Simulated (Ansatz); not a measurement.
# UMP2/STO-3G run of CH5Si (SMILES C[SiH2])

What is the electronic atomisation energy of CH5Si at UMP2/STO-3G? 

Program for the calculation: Ansatz 0.2.0.

52 further runs of the same task are left out: 52 set aside as unsound or not needed.

## (1) The system as given

The species is CH5Si (7 atoms), meant as a doublet with charge 0. SMILES: `C[SiH2]`. The shape is that of a PBE0-D4/def2-TZVP optimisation.

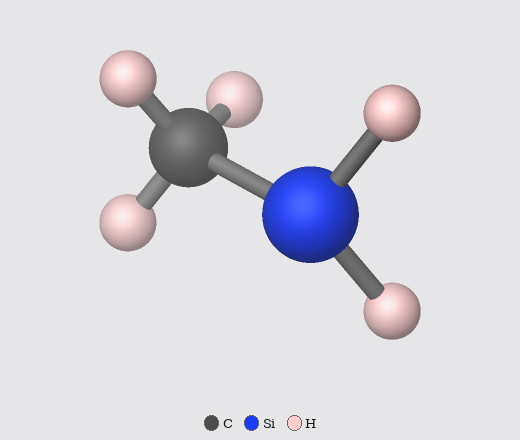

The structure, seen from a chosen angle (carbon dark grey, silicon blue, hydrogen pink).

## (2) A single-point energy at UMP2/STO-3G

molecule.yaml

```yaml
crystal:
  periodic: [false, false, false]
  atoms:
    - {symbol: C, position_ang: [-0.122600, -0.803200, 0.095200]}
    - {symbol: Si, position_ang: [0.176200, 1.034800, 0.314000]}
    - {symbol: H, position_ang: [-0.204800, -1.054900, -0.966600]}
    - {symbol: H, position_ang: [0.699200, -1.383300, 0.519500]}
    - {symbol: H, position_ang: [-1.047100, -1.107700, 0.589500]}
    - {symbol: H, position_ang: [-0.951500, 1.846400, -0.225700]}
    - {symbol: H, position_ang: [1.450600, 1.468000, -0.326000]}
basis:
  gaussian:
    orbitals: STO-3G
total_charge: 0
magnetization:
  spin_polarized: true
  initial_magnetization: 1
correlation:
  method: mp2
  frozen_orbitals: {C: 1, H: 0, Si: 5}
accuracy: high
```

Launch:

```
ansatz run molecule.yaml --threads 1 --pin off --max-ram 2610MiB --events-out events.jsonl --progress --plain --runs-dir runs
```

What it wrote:

```text
Warning: RAYON_NUM_THREADS=1 ignored (pool sized by the plan → 1); use --threads N
Functional definition: HF
  name "HF"
  exchange = exact_x
  correlation = 0
334 factors; integrals over basis functions are off by at most 7.8e-9 eV
mean field evaluation 1: about -8866.7065 eV, gradient 6.4e0 eV
mean field evaluation 2: about -8866.7574 eV, gradient 6.3e0 eV
mean field evaluation 4: about -8867.2723 eV, gradient 5.7e-1 eV
mean field evaluation 8: about -8867.2806 eV, gradient 8.4e-3 eV
mean field -8867.28060979 eV, -325.8665519511 hartree, gradient 1.3e-8 eV, S^2 0.751991; 0 other end points of the search recorded, 0 dependent functions left out
6 core orbitals not correlated: weight in the atoms' cores, before any rotation towards them, 1.000 or more for the frozen orbitals, at most 0.000 for the correlated occupied ones
reference -8867.28060979 eV, -325.8665519511 hartree; 7, 6 occupied and 6, 7 virtual orbitals, 334 factors
second order -2.32076979 eV of doubles, -0.00000000 eV of singles
Total energy: -8869.60137958 eV, -325.9518386679 hartree
```

Wall time 0.14 s (1 thread of Arm Neoverse V1, shared host).

## (3) The C atom at the same level

input.yaml

```yaml
basis:
  gaussian: {orbitals: STO-3G}
crystal:
  periodic: [false, false, false]
  atoms:
    - symbol: C
      position_ang: [0.000000, 0.000000, 0.000000]
magnetization: {spin_polarized: true, initial_magnetization: 2}
correlation: {method: mp2, frozen_orbitals: {C: 1}}
accuracy: high
```

Run the same way, it converges to -37.20823 Eh (log not shown).

## (4) The H atom: a single-point energy at UHF/STO-3G

molecule.yaml

```yaml
crystal:
  periodic: [false, false, false]
  atoms:
    - symbol: H
      position_ang: [0.000000, 0.000000, 0.000000]
basis:
  gaussian:
    orbitals: STO-3G
magnetization:
  spin_polarized: true
  initial_magnetization: 1
hamiltonian:
  xc: hf
accuracy: high
```

Launch:

```
ansatz run molecule.yaml --threads 1 --pin off --max-ram 2610MiB --events-out events.jsonl --progress --plain --runs-dir runs
```

What it wrote:

```text
Warning: RAYON_NUM_THREADS=1 ignored (pool sized by the plan → 1); use --threads N
[... 4 set-up lines as earlier in the session ...]
1 factors; integrals over basis functions are off by at most 4.6e-10 eV
mean field evaluation 1: about -12.6963 eV, gradient 0.0e0 eV
mean field evaluation 2: about -12.6963 eV, gradient 0.0e0 eV
mean field -12.69633895 eV, -0.4665818504 hartree, gradient 0.0e0 eV, S^2 0.750000; 0 other end points of the search recorded, 0 dependent functions left out
reference -12.69633895 eV, -0.4665818504 hartree; 1, 0 occupied and 0, 1 virtual orbitals, 1 factors
Total energy: -12.69633895 eV, -0.4665818504 hartree
```

Run time: 0.04 s. Hardware: 1 thread of Arm Neoverse V1, shared host.

## (5) The Si atom

in.yaml

```yaml
crystal:
  periodic: [false, false, false]
  atoms:
    - {symbol: Si, position_ang: [0.000000, 0.000000, 0.000000]}
basis:
  gaussian:
    orbitals: STO-3G
magnetization:
  spin_polarized: true
  initial_magnetization: 2
correlation:
  method: mp2
  frozen_orbitals: {Si: 5}
accuracy: high
```

Launch:

```
ansatz run in.yaml --threads 1 --pin off --max-ram 2610MiB --events-out events.jsonl --progress --plain --runs-dir runs
```

What it wrote:

```text
Warning: RAYON_NUM_THREADS=1 ignored (pool sized by the plan → 1); use --threads N
[... 4 set-up lines as earlier in the session ...]
42 factors; integrals over basis functions are off by at most 2.5e-9 eV
mean field evaluation 1: about -7767.9286 eV, gradient 9.3e-1 eV
mean field evaluation 2: about -7767.9294 eV, gradient 9.3e-1 eV
mean field evaluation 4: about -7767.9315 eV, gradient 4.9e-6 eV
mean field evaluation 8: about -7767.9253 eV, gradient 1.5e0 eV
mean field evaluation 16: about -7767.9315 eV, gradient 4.8e-4 eV
mean field -7767.93148641 eV, -285.4662168327 hartree, gradient 2.1e-9 eV, S^2 2.000003; 3 other end points of the search recorded, 0 dependent functions left out
5 core orbitals not correlated: weight in the atoms' cores, before any rotation towards them, 1.000 or more for the frozen orbitals, at most 0.000 for the correlated occupied ones
reference -7767.93148641 eV, -285.4662168327 hartree; 3, 1 occupied and 1, 3 virtual orbitals, 42 factors
second order -0.19861568 eV of doubles, 0.00000000 eV of singles
Total energy: -7768.13010209 eV, -285.4735158242 hartree
```

Run time: 0.06 s. Hardware: 1 thread of Arm Neoverse V1, shared host.

## (6) What came out

At UMP2/STO-3G, 6 core orbitals frozen:

| quantity | value |
| --- | --- |
| molecule: total energy | -325.95184 Eh |
| molecule: correlation energy (6 core orbitals frozen) | -85.3 mEh |
| molecule: ⟨S²⟩ of the reference determinant | 0.752 |
| C atom: total energy | -37.20823 Eh |
| C atom: correlation energy (1 core orbital frozen) | -9.8 mEh |
| C atom: ⟨S²⟩ of the reference determinant | 2.000 |
| H atom: total energy | -0.46658 Eh |
| H atom: ⟨S²⟩ | 0.750 |
| Si atom: total energy | -285.47352 Eh |
| Si atom: correlation energy (5 core orbitals frozen) | -7.3 mEh |
| Si atom: ⟨S²⟩ of the reference determinant | 2.000 |
| electronic atomisation energy | 25.502 eV |

Taking the molecule apart into free atoms costs 25.50 eV (588 kcal/mol), before zero-point energy and without spin-orbit coupling. In a minimal basis such a difference can be off by several eV, whatever the method.
